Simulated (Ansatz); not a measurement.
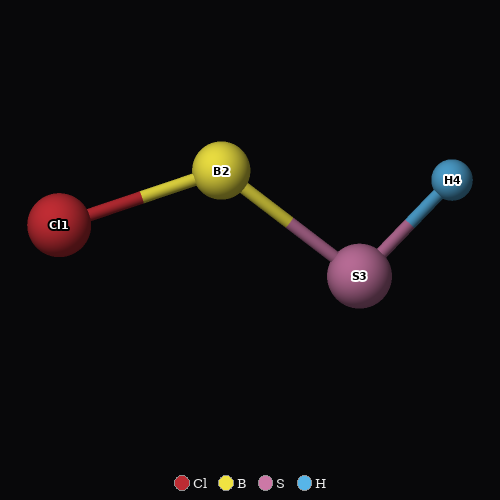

The system is BClHS, SMILES S[B]Cl, spin multiplicity 2; the picture shows the reference structure. The first coordinate is: angle Cl1–B2–S3; the second: dihedral Cl1–B2–S3–H4. Nothing is relaxed (all other coordinates rigid). The grid has 15 × 15 points; 120 points were computed and 105 follow by symmetry. All energies are given in kcal/mol relative to the relaxed molecule at the same level. Level of theory: UKS wB97X-V/def2-SVP in Ansatz 0.2.0.

Its coordinates:

| atom | x (Å) | y (Å) | z (Å) |
| --- | --- | --- | --- |
| Cl | 0.7297 | -0.4855 | 2.0967 |
| B | 0.4409 | 0.2521 | 0.5548 |
| S | -0.7036 | -0.3703 | -0.6516 |
| H | -0.4850 | 0.5844 | -1.5781 |

Range: angle Cl1–B2–S3 from 89.2 to 159.2°; dihedral Cl1–B2–S3–H4 from −180 to 156°.

What landscape does the calculation give?

Answer. The lowest grid point is at angle Cl1–B2–S3 = 124.2°, dihedral Cl1–B2–S3–H4 = −180°, 0.0 kcal/mol from the relaxed molecule at the same level. There is a further well near angle Cl1–B2–S3 = 129.2°, dihedral Cl1–B2–S3–H4 = −12° (1.4 kcal/mol above the lowest at that grid point). The highest grid point, angle Cl1–B2–S3 = 89.2°, dihedral Cl1–B2–S3–H4 = −84°, lies 59.1 kcal/mol above the lowest. On the interpolated surface the easiest way out of the lowest well to the well at about angle Cl1–B2–S3 = 128°, dihedral Cl1–B2–S3–H4 = 0° passes a barrier of about 14 kcal/mol. Round the minimum the two coordinates are nearly uncoupled.

```csv
"dihedral Cl1–B2–S3–H4 ↓, angle Cl1–B2–S3 →",89.2,94.2,99.2,104.2,109.2,114.2,119.2,124.2,129.2,134.2,139.2,144.2,149.2,154.2,159.2
156,34.9,24.0,16.1,10.4,6.4,3.9,2.4,1.9,2.1,3.1,4.6,6.5,8.8,11.3,13.8
132,44.8,32.5,23.4,17.0,12.4,9.4,7.6,6.8,6.9,7.6,9.0,10.8,12.8,14.9,16.7
108,55.3,41.4,31.2,24.0,18.9,15.5,13.4,12.5,12.5,13.3,14.8,16.8,18.9,20.4,20.8
84,59.1,44.6,34.0,26.4,21.0,17.3,15.1,14.1,14.0,14.7,16.2,18.3,20.6,22.2,21.8
60,55.7,41.1,30.4,22.7,17.2,13.5,11.1,9.9,9.6,10.1,11.1,12.7,14.4,16.2,17.6
36,52.7,36.9,25.6,17.6,12.0,8.3,5.9,4.7,4.4,4.9,6.0,7.6,9.6,11.8,14.0
12,52.8,35.2,23.0,14.6,8.8,5.0,2.7,1.6,1.4,1.9,3.1,4.9,7.0,9.5,12.1
−12,52.8,35.2,23.0,14.6,8.8,5.0,2.7,1.6,1.4,1.9,3.1,4.9,7.0,9.5,12.1
−36,52.7,36.9,25.6,17.6,12.0,8.3,5.9,4.7,4.4,4.9,6.0,7.6,9.6,11.8,14.0
−60,55.7,41.1,30.4,22.7,17.2,13.5,11.1,9.9,9.6,10.1,11.1,12.7,14.4,16.2,17.6
−84,59.1,44.6,34.0,26.4,21.0,17.3,15.1,14.1,14.0,14.7,16.2,18.3,20.6,22.2,21.8
−108,55.3,41.4,31.2,24.0,18.9,15.5,13.4,12.5,12.5,13.3,14.8,16.8,18.9,20.4,20.8
−132,44.8,32.5,23.4,17.0,12.4,9.4,7.6,6.8,6.9,7.6,9.0,10.8,12.8,14.9,16.7
−156,34.9,24.0,16.1,10.4,6.4,3.9,2.4,1.9,2.1,3.1,4.6,6.5,8.8,11.3,13.8
−180,31.0,20.7,13.2,7.8,4.1,1.7,0.4,0.0,0.4,1.4,3.0,5.0,7.4,10.1,12.8
```

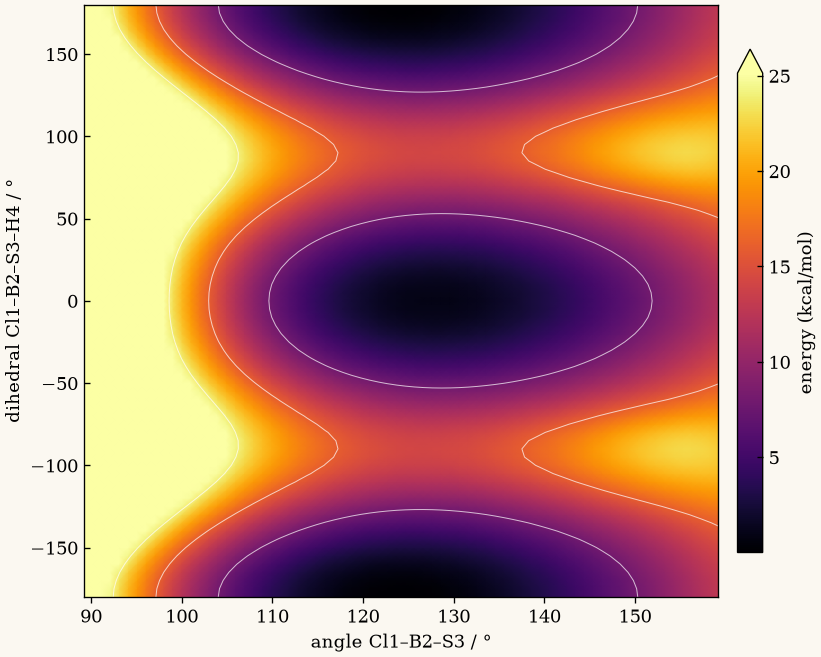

In the figure: a smooth colour map with a few white contour lines, one colour for all values above the top of the scale. Between grid points the surface is interpolated.

Each point was launched as `ansatz run input.yaml --threads 1 --pin off --max-ram 2560MiB --backend cpu --events-out ev --progress --plain --runs-dir out`. Time for the 120 points that were run: 19 min on 1 thread of Arm Neoverse V2, with other jobs on the host.
